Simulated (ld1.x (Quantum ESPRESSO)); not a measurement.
# Pseudopotential generation for gallium: ultrasoft, LDA (PW92)

Do these settings give a usable potential? It is generated, then checked for transferability, scattering, ghosts and hardness.

Program: ld1.x (Quantum ESPRESSO) 7.5. Reference atom: LDA (PW92), scalar-relativistic, spherical and spin-unpolarised. All values are calculated.

### Step 1. Settings

Typed settings, in words:

| Property | Result |
| --- | --- |
| element | gallium (Ga, Z = 31) |
| type | ultrasoft |
| frozen core | [Ar] |
| valence charge | 13 |
| reference configuration | 3d10 4s2 4p0 (charge +1) |
| partial waves | 4s (bound): rcut 1.60, rcutus 1.95 bohr; 4s channel at -0.35 Ry: rcut 1.60, rcutus 1.95 bohr; 4p (bound, empty): rcut 1.35, rcutus 1.54 bohr; 4p channel at -0.1 Ry: rcut 1.35, rcutus 1.54 bohr; 3d (bound): rcut 1.10, rcutus 1.35 bohr; 3d channel at -1.35 Ry: rcut 1.10, rcutus 1.35 bohr |
| local potential | all-electron potential smoothed inside 1.20 bohr (lloc = -1) |
| core correction | not asked for |
| augmentation charge | PSQ, radius 0.90 bohr |

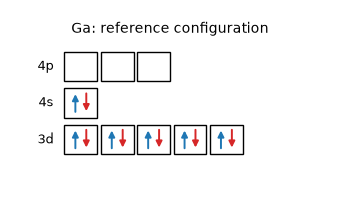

The outer shells as boxes. The arrows follow Hund's rule for the drawing; the calculation itself is spin-unpolarised.

### Step 2. The generation run

Input file Ga.in:

```
 &input
   title='Ga', zed=31., rel=1, dft='PW', iswitch=3,
   config='[Ar] 3d10 4s2 4p0',
   nld=3, rlderiv=2.15, eminld=-4.0, emaxld=5.0, deld=0.02
 /
 &inputp
   pseudotype=3, tm=.true., lloc=-1, rcloc=1.20,
   nlcc=.false.,
   which_augfun='PSQ', rmatch_augfun=0.90,
   file_pseudopw='Ga.UPF', file_wfcaegen='ae.wfc', file_wfcncgen='nc.wfc', file_beta='beta', file_chi='chi', file_wfcusgen='us.wfc'
 /
6
4S  1  0   2.00   0.00  1.60  1.95  0.0
4S  1  0   0.00  -0.35  1.60  1.95  0.0
4P  2  1   0.00   0.00  1.35  1.54  0.0
4P  2  1   0.00  -0.10  1.35  1.54  0.0
3D  3  2  10.00   0.00  1.10  1.35  0.0
3D  3  2   0.00  -1.35  1.10  1.35  0.0
 &test
   configts(1)='3d10 4s2 4p0'
 /
```

Launch:

```bash
$ ld1.x < Ga.in > Ga.out
```

The output, Ga.out (without the banner and most projector matrices):

```text
     Program LD1 v.7.5
     --------------------------- All-electron run ----------------------------

     Ga
     scalar relativistic calculation

     atomic number is 31.00
     dft =PW   lsd =0 sic =0 latt =0  beta=0.20 tr2=1.0E-14
     Exchange-correlation= PW
                           (   1   4   0   0   0   0   0)
     mesh =1205 r(mesh) = 101.09016 a.u. xmin = -7.00 dx = 0.01250
     1 Ry =  13.60569312 eV, c = 137.03599908

     n l     nl                  e(Ry)          e(Ha)          e(eV)
     1 0     1S 1( 2.00)      -751.0907      -375.5453    -10219.1091
     2 0     2S 1( 2.00)       -93.2264       -46.6132     -1268.4104
     2 1     2P 1( 6.00)       -81.3314       -40.6657     -1106.5699
     3 0     3S 1( 2.00)       -11.4514        -5.7257      -155.8045
     3 1     3P 1( 6.00)        -7.8667        -3.9333      -107.0313
     3 2     3D 1(10.00)        -2.0401        -1.0200       -27.7569
     4 0     4S 1( 2.00)        -1.2240        -0.6120       -16.6536
     4 1     4P 1( 0.00)        -0.6835        -0.3417        -9.2991

     final scf error:  7.0E-15 reached in  32 iterations

     Etot =   -3881.811222 Ry,   -1940.905611 Ha,  -52814.732244 eV

     Ekin =    3946.310091 Ry,    1973.155045 Ha,   53692.284062 eV
     Encl =   -9342.519489 Ry,   -4671.259745 Ha, -127111.453170 eV
     Eh   =    1659.228934 Ry,     829.614467 Ha,   22574.959702 eV
     Exc  =    -144.830757 Ry,     -72.415379 Ha,   -1970.522838 eV

     normalization and overlap integrals

     s(1S/1S) =  1.000000  <r> =   0.0487  <r2> =    0.0032  r(max) =   0.0319
     s(2S/2S) =  1.000000  <r> =   0.2182  <r2> =    0.0562  r(max) =   0.1833
     s(2P/2P) =  1.000000  <r> =   0.1909  <r2> =    0.0447  r(max) =   0.1464
     s(3S/3S) =  1.000000  <r> =   0.6531  <r2> =    0.4929  r(max) =   0.5647
     s(3P/3P) =  1.000000  <r> =   0.6800  <r2> =    0.5460  r(max) =   0.5647
     s(3D/3D) =  1.000000  <r> =   0.8080  <r2> =    0.8540  r(max) =   0.5305
     s(4S/4S) =  1.000000  <r> =   2.2035  <r2> =    5.5762  r(max) =   1.8515
     s(4P/4P) =  1.000000  <r> =   2.8134  <r2> =    9.1914  r(max) =   2.2899

     ------------------------ End of All-electron run ------------------------

     --------------------- Generating US pseudopotential ---------------------

      Generating local potential from pseudized AE potential:
      Matching radius rcloc =   1.2000

      Local pseudo, rcloc= 1.210 Estimated cut-off energy=    16.49 Ry
      Wfc-us  4S rcutus= 1.946  Estimated cut-off energy=    11.94 Ry
      Wfc-us  4S rcutus= 1.946  Estimated cut-off energy=    13.51 Ry
      Wfc-us  4P rcutus= 1.554  Estimated cut-off energy=    28.61 Ry
      Wfc-us  4P rcutus= 1.554  Estimated cut-off energy=    29.22 Ry
      Wfc-us  3D rcutus= 1.338  Estimated cut-off energy=    65.76 Ry
      Wfc-us  3D rcutus= 1.338  Estimated cut-off energy=    77.84 Ry

     Q pseudized with Bessel functions
     Expected ecutrho=     480.5715 due to l1=  2   l2=  2

     ------------------- End of pseudopotential generation -------------------

     [... the all-electron block is printed once more ...]


     Computing logarithmic derivative in   2.13781
     Computing logarithmic derivative in   2.13781
     Computing the partial wave expansion
     R is outside the sphere for l=    0 j= 0.00
     R is outside the sphere for l=    0 j= 0.00
     R is outside the sphere for l=    1 j= 0.00
     R is outside the sphere for l=    1 j= 0.00
     R is outside the sphere for l=    2 j= 0.00
     R is outside the sphere for l=    2 j= 0.00

     ---------------------- Testing the pseudopotential ----------------------

     Ga
     scalar relativistic calculation

     atomic number is 31.00   valence charge is 13.00
     dft =PW   lsd =0 sic =0 latt =0  beta=0.20 tr2=1.0E-14
     mesh =1205 r(mesh) = 101.09016 xmin = -7.00 dx = 0.01250

     n l     nl             e AE (Ry)        e PS (Ry)    De AE-PS (Ry)
     3 2     3D   1(10.00)       -2.04010       -2.04010        0.00000
     1 0     4S   1( 2.00)       -1.22402       -1.22402        0.00000
     2 1     4P   1( 0.00)       -0.68347       -0.68347       -0.00000

     eps = 1.9E-16  iter =  6

     Etot =   -3881.811222 Ry,   -1940.905611 Ha,  -52814.732244 eV
     Etotps =  -154.642475 Ry,     -77.321237 Ha,   -2104.018053 eV

     Ekin =      46.812732 Ry,      23.406366 Ha,     636.919668 eV
     Encl =    -380.576336 Ry,    -190.288168 Ha,   -5178.004839 eV
     Ehrt =     138.038925 Ry,      69.019462 Ha,    1878.115251 eV
     Ecxc =     -19.793656 Ry,      -9.896828 Ha,    -269.306405 eV
     Epseu=      60.875860 Ry,      30.437930 Ha,     828.258271 eV

     ---------------------- End of pseudopotential test ----------------------
```

Wall time 1.7 s (1 thread of Neoverse-V1, shared host). This counts the later configuration tests of the new file too.

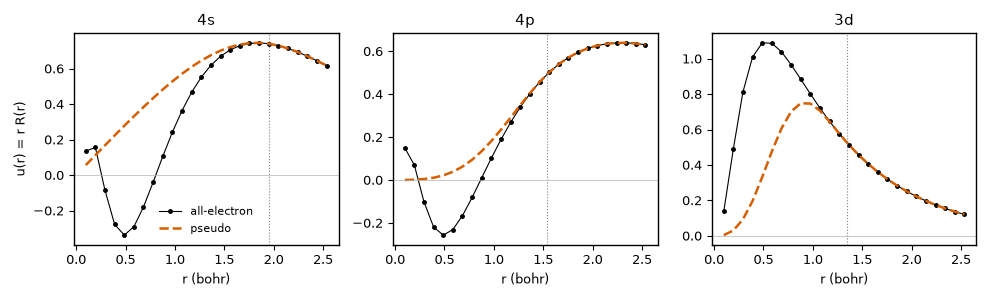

Bound waves of the atom and their pseudo partners (4s, 4p, 3d), with the matching radii dotted. The curves join 26 sampled radii, too few to resolve the innermost nodes.

### Step 3. Transferability test

Input file Ga.test.in:

```
 &input
   title='Ga', zed=31., rel=1, dft='PW', iswitch=2,
   config='[Ar] 3d10 4s2 4p0'
 /
 &test
   file_pseudo='Ga.UPF', nconf=10,
   configts(1)='3d10 4s2 4p0',
   configts(2)='3d10 4s2 4p1',
   configts(3)='3d10 4s1 4p0',
   configts(4)='3d10 4s0 4p0',
   configts(5)='3d10 4s0 4p3',
   configts(6)='3d10 4s2 4p0.5',
   configts(7)='3d10 4s1 4p2',
   configts(8)='3d9 4s2 4p2',
   configts(9)='3d10 4s2 4p1', lsdts(9)=1,
   configts(10)='3d10 4s1 4p0', lsdts(10)=1
 /
```

Launch:

```bash
$ ld1.x < Ga.test.in > Ga.test.out
```

Ga.test.out, the pseudopotential blocks, each with the warnings that came before it:

```text
     ---------------------- Testing the pseudopotential ----------------------

     Ga
     scalar relativistic calculation

     atomic number is 31.00   valence charge is 13.00
     dft =PW   lsd =0 sic =0 latt =0  beta=0.20 tr2=1.0E-14
     mesh =1205 r(mesh) = 101.09016 xmin = -7.00 dx = 0.01250

     n l     nl             e AE (Ry)        e PS (Ry)    De AE-PS (Ry)
     3 2     3D   1(10.00)       -2.04010       -2.04010        0.00000
     1 0     4S   1( 2.00)       -1.22402       -1.22402        0.00000
     2 1     4P   1( 0.00)       -0.68347       -0.68347       -0.00000

     eps = 1.9E-16  iter =  6

     Etot =   -3881.811222 Ry,   -1940.905611 Ha,  -52814.732244 eV
     Etotps =  -154.642475 Ry,     -77.321237 Ha,   -2104.018053 eV

     Ekin =      46.812732 Ry,      23.406366 Ha,     636.919668 eV
     Encl =    -380.576336 Ry,    -190.288168 Ha,   -5178.004839 eV
     Ehrt =     138.038925 Ry,      69.019462 Ha,    1878.115251 eV
     Ecxc =     -19.793656 Ry,      -9.896828 Ha,    -269.306405 eV
     Epseu=      60.875860 Ry,      30.437930 Ha,     828.258271 eV

     ---------------------- End of pseudopotential test ----------------------

     Warning: n=1, l=0 expected 0 nodes, found 1
     Warning: n=3, l=2 expected 0 nodes, found 1
     ---------------------- Testing the pseudopotential ----------------------

     Ga
     [...]
     n l     nl             e AE (Ry)        e PS (Ry)    De AE-PS (Ry)
     3 2     3D   1(10.00)       -1.42640       -1.43285        0.00646  !
     1 0     4S   1( 2.00)       -0.67400       -0.67975        0.00574  !
     2 1     4P   1( 1.00)       -0.20088       -0.19645       -0.00443

     eps = 2.1E-15  iter = 22

     Etot =   -3882.243583 Ry,   -1941.121791 Ha,  -52820.614817 eV
     Etotps =  -155.070558 Ry,     -77.535279 Ha,   -2109.842425 eV
     dEtot_ae =      -0.432361 Ry
     dEtot_ps =      -0.428083 Ry,   Delta E=      -0.004278 Ry

     [...]
     ---------------------- End of pseudopotential test ----------------------

     ---------------------- Testing the pseudopotential ----------------------

     Ga
     [...]
     n l     nl             e AE (Ry)        e PS (Ry)    De AE-PS (Ry)
     3 2     3D   1(10.00)       -2.92098       -2.92219        0.00121
     1 0     4S   1( 1.00)       -1.94570       -1.94386       -0.00184
     2 1     4P   1( 0.00)       -1.32541       -1.32501       -0.00040

     eps = 9.0E-16  iter = 11

     Etot =   -3880.231156 Ry,   -1940.115578 Ha,  -52793.234354 eV
     Etotps =  -153.063003 Ry,     -76.531502 Ha,   -2082.528250 eV
     dEtot_ae =       1.580066 Ry
     dEtot_ps =       1.579471 Ry,   Delta E=       0.000594 Ry

     [...]
     ---------------------- End of pseudopotential test ----------------------

     Warning: n=2, l=1 expected 0 nodes, found 1
     ---------------------- Testing the pseudopotential ----------------------

     Ga
     [...]
     n l     nl             e AE (Ry)        e PS (Ry)    De AE-PS (Ry)
     3 2     3D   1(10.00)       -3.88444       -3.88299       -0.00145
     1 0     4S   1( 0.00)       -2.69761       -2.75505        0.05743  !
     2 1     4P   1( 0.00)       -1.99689       -2.22232        0.22543  !

     eps = 4.9E-16  iter =  7

     Etot =   -3877.908883 Ry,   -1938.954442 Ha,  -52761.638227 eV
     Etotps =  -150.744395 Ry,     -75.372198 Ha,   -2050.981982 eV
     dEtot_ae =       3.902338 Ry
     dEtot_ps =       3.898079 Ry,   Delta E=       0.004259 Ry

     [...]
     ---------------------- End of pseudopotential test ----------------------

     ---------------------- Testing the pseudopotential ----------------------

     Ga
     [...]
     n l     nl             e AE (Ry)        e PS (Ry)    De AE-PS (Ry)
     3 2     3D   1(10.00)       -1.68649       -1.74821        0.06172  !
     1 0     4S   1( 0.00)       -0.82502       -0.82502        0.00000
     2 1     4P   1( 3.00)       -0.30475       -0.29914       -0.00561  !

     eps = 2.0E-15  iter = 24

     Etot =   -3881.247913 Ry,   -1940.623956 Ha,  -52807.068037 eV
     Etotps =  -154.016303 Ry,     -77.008152 Ha,   -2095.498555 eV
     dEtot_ae =       0.563309 Ry
     dEtot_ps =       0.626172 Ry,   Delta E=      -0.062863 Ry

     [...]
     ---------------------- End of pseudopotential test ----------------------

     ---------------------- Testing the pseudopotential ----------------------

     Ga
     [...]
     n l     nl             e AE (Ry)        e PS (Ry)    De AE-PS (Ry)
     3 2     3D   1(10.00)       -1.71120       -1.71294        0.00175
     1 0     4S   1( 2.00)       -0.93323       -0.93512        0.00189
     2 1     4P   1( 0.50)       -0.42757       -0.42219       -0.00538  !

     eps = 4.0E-15  iter = 22

     Etot =   -3882.087941 Ry,   -1941.043970 Ha,  -52818.497196 eV
     Etotps =  -154.917512 Ry,     -77.458756 Ha,   -2107.760121 eV
     dEtot_ae =      -0.276719 Ry
     dEtot_ps =      -0.275037 Ry,   Delta E=      -0.001682 Ry

     [...]
     ---------------------- End of pseudopotential test ----------------------

     ---------------------- Testing the pseudopotential ----------------------

     Ga
     [...]
     n l     nl             e AE (Ry)        e PS (Ry)    De AE-PS (Ry)
     3 2     3D   1(10.00)       -1.56354       -1.59027        0.02673  !
     1 0     4S   1( 1.00)       -0.75531       -0.77693        0.02163  !
     2 1     4P   1( 2.00)       -0.25684       -0.25045       -0.00639  !

     eps = 6.4E-15  iter = 16

     Etot =   -3881.757498 Ry,   -1940.878749 Ha,  -52814.001299 eV
     Etotps =  -154.566012 Ry,     -77.283006 Ha,   -2102.977721 eV
     dEtot_ae =       0.053723 Ry
     dEtot_ps =       0.076463 Ry,   Delta E=      -0.022740 Ry

     [...]
     ---------------------- End of pseudopotential test ----------------------
```

3 tests gave no usable energy difference (3d9 4s2 4p2); the test run stopped with "negative rho".

Energies count from the reference configuration 3d10 4s2 4p0; the error is all-electron less pseudo. A star marks tests that logged a warning.

| valence configuration | charge | ΔE all-electron (eV) | error AE − PS (meV) |
| --- | --- | --- | --- |
| 3d10 4s2 4p1 * | 0 | -5.883 | -58 |
| 3d10 4s1 4p0 | +2 | 21.498 | +8.1 |
| 3d10 4s0 4p0 * | +3 | 53.094 | +58 |
| 3d10 4s0 4p3 | 0 | 7.664 | -855 |
| 3d10 4s2 4p0.5 | +0.5 | -3.765 | -23 |
| 3d10 4s1 4p2 | 0 | 0.731 | -309 |

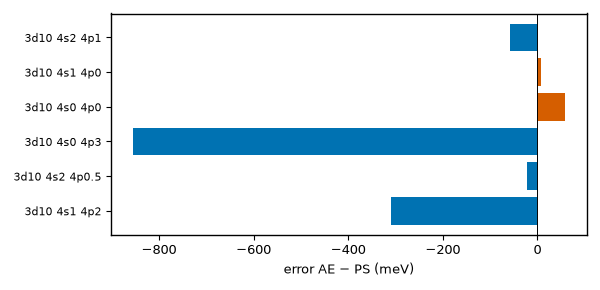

Error of the potential in each test configuration.

### Step 4. Scattering by logarithmic derivatives

Taken from the files of the generation run. The phase is arctan(r·u′/u) with u = r·R, unwrapped, with energies in Ry. A pole is an energy at which the radial function vanishes at the test radius. The pseudo phase is shifted by a multiple of π to meet the all-electron one at the reference energy. Levels narrower than the energy grid can be missing from the poles. The last column is the largest difference on the grid between −1 and +1 Ry.

| channel | radius (bohr) | reference (Ry) | poles AE | poles PS | window around the reference with phases within 0.05 rad (Ry) | largest difference near zero (rad) |
| --- | --- | --- | --- | --- | --- | --- |
| s | 2.14 | -1.22 | 1.31 | 1.31 | the whole range | 0.000 |
| p | 2.14 | -0.68 | 2.70 | 2.71 | the whole range | 0.000 |
| d | 2.14 | -2.04 | -1.93 | -1.93 | the whole range | 0.000 |

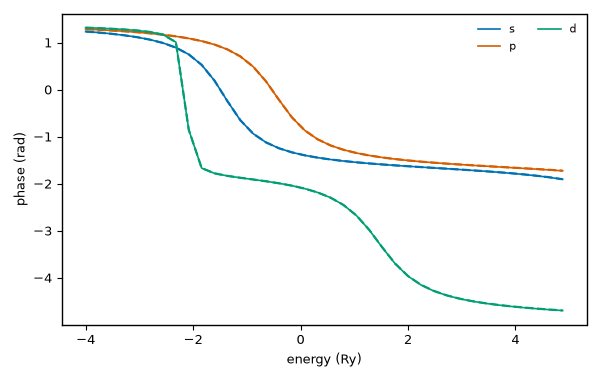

Phases by channel: all-electron solid, pseudo dashed.

### Step 5. Plane-wave convergence, by spherical Bessel functions

This step uses the generator's waves and projectors in a separate script. Basis: spherical Bessel functions vanishing at 20 bohr, q² up to the cutoff; potential fixed at the reference.

All-electron valence levels (Ry): 4s -1.2240, 4p -0.6835, 3d -2.0401. The lowest levels of each channel (Ry) by cutoff; the last column sums, over occupied levels, occupation times the distance from the level at 400 Ry. A positive value at high cutoff is not a bound level.

```
cutoff (Ry)     s #1     p #1     p #2     d #1     f #1  Σ f·Δε (mRy)
          8  -1.2231  -0.7020  -0.1774  -0.2470  -0.0473       17933.0
         18  -1.2240  -1.9675  -0.6730  -0.7391  -0.0473       13010.3
         35  -1.2240  -5.6671  -0.6834  -1.8682  -0.0473        1719.4
         55  -1.2240  -5.8823  -0.6835  -2.0375  -0.0473          25.9
         70  -1.2240  -5.8917  -0.6835  -2.0391  -0.0473           9.7
         90  -1.2240  -5.8934  -0.6835  -2.0398  -0.0473           3.1
        110  -1.2240  -5.8939  -0.6835  -2.0400  -0.0473           1.0
        140  -1.2240  -5.8939  -0.6835  -2.0401  -0.0473           0.4
        400  -1.2240  -5.8940  -0.6835  -2.0401  -0.0473           0.0
```

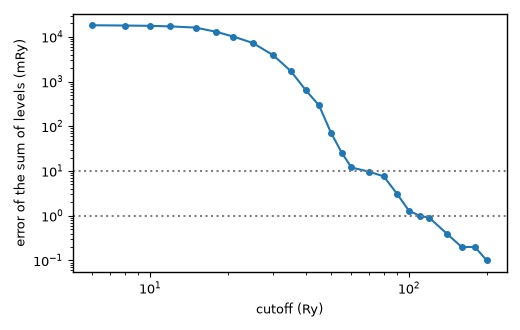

Occupation-weighted error of the valence levels against the cutoff; the dotted lines mark 10 and 1 mRy.

The sum stays within 10 mRy from 70 Ry and within 1 mRy from 110 Ry. The sum leaves out empty levels, which can need more. Ghost test: ghost state, bound below the all-electron valence or empty levels of the same l: p at -80.2 eV.

### Step 6. What came out

| quantity | value |
| --- | --- |
| cutoffs for 10 and 1 mRy, occupied levels | 70 Ry and 110 Ry |
| bound ghosts | p at -80.19 eV |
| largest test error (AE − PS) | -855 meV, for 3d10 4s0 4p3 (3 tests unsolved) |
| largest phase difference near zero energy, channels read | 0.000 rad |
| lowest eigenvalue of the overlap (Bessel basis) | 0.304 (s) |
| density cutoff estimated by the generator | 481 Ry |

In words: A bound ghost (p) makes it unfit for use: electrons can fall into a state that the atom doesn't have. By total energies transferability is poor: the largest error is 855 meV on 7.7 eV, for 3d10 4s0 4p3. The test run broke off, so later configurations gave nothing; the verdict rests on few tests. It counts as of middling hardness, with 70 Ry needed at the looser tolerance. The slowest occupied level is 3d: taken alone it needs 70 Ry to come within 1 mRy, against 8 Ry for 4s. Near zero energy the phases of the channels with partial waves agree within 0.001 rad. These are tests on the free atom; a crystal test is still owed.
